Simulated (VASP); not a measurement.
Band structure of Ge2Si6 (ordered alloy cell). These are modified Becke-Johnson potential (mBJ), VASP's PBE PAW potentials (set 64) (plane waves; VASP) values and carry that method's errors.

mBJ is a potential without an energy functional, so only the levels count.

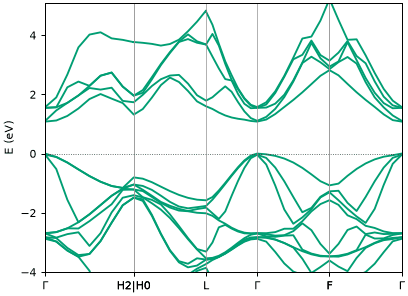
Fig. 1. Bands along high-symmetry lines, zero at the valence-band maximum or, without a gap, the Fermi level

Read the plot: is there a gap, and where are the band edges?

The gap is direct, 1.08 eV, from the valence maximum at Γ to the conduction minimum at Γ.

The structure was generated: Ge2Si6 was put into an ordered model structure (R-3m), which need not be its known phase. It was relaxed first. The cell's shape comes from a PBE relaxation.
